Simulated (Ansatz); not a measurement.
**Fields on a plane of OsSi (space group P2_13)**

```xyz
8
Lattice="4.7206 0.0000 0.0000 0.0000 4.7206 0.0000 0.0000 0.0000 4.7206" Properties=species:S:1:pos:R:3 pbc="T T T"
Si     0.7727     1.5876     3.1330
Si     1.5876     3.1330     0.7727
Si     3.1330     0.7727     1.5876
Si     3.9479     3.9479     3.9479
Os     4.1293     2.9516     1.7690
Os     2.9516     1.7690     4.1293
Os     1.7690     4.1293     2.9516
Os     0.5913     0.5913     0.5913
```

The slice is a {100} plane (indices of the conventional cell) through the point (0.875, 0.625, 0.375) (fractional), spanned by u = [100] and v = [010] in vectors of this cell: u (4.72 Å) and v (4.72 Å, at 90° to u). It covers one period; positions are fractions (u, v).

Atoms on it: Si at (0.79, 0.54), 0.2 Å off the plane; Os at (0.00, 0.00). Other atoms lie within 1 Å of the plane.

These are LDA (plane waves to 420 eV, PAW, scalar-relativistic; Ansatz, an electronic-structure program) values and carry that method's errors. k mesh 7×7×7. Near the nuclei the fields are pseudised (PAW); where an atom keeps semicore shells as valence, they peak there. OsSi is run without spin polarisation. OsSi was relaxed with its symmetry unable to fall. Spin-orbit coupling is left out, though Os is heavy.

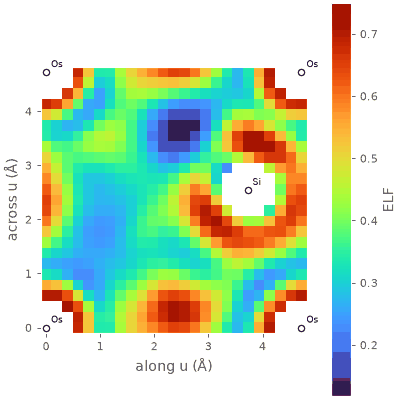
Figure. Electron localisation function (ELF), one period of the plane, atoms marked. Points within 0.5 Å of a nucleus are left white, as the pseudised field means little there.

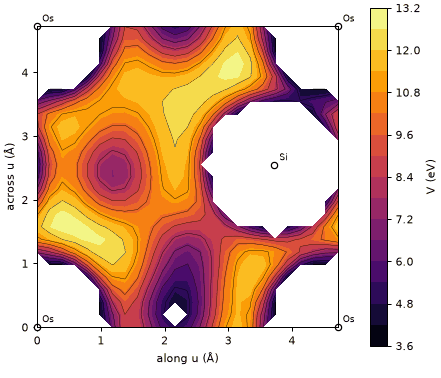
Figure. Electrostatic potential energy of an electron, from the cell's mean, in eV, one period of the plane, atoms marked. Points within 1 Å of a nucleus are left white, as the pseudised field means little there. Values under 4 eV are set to 4. The zero, the cell's mean, hangs on the PAW cores.
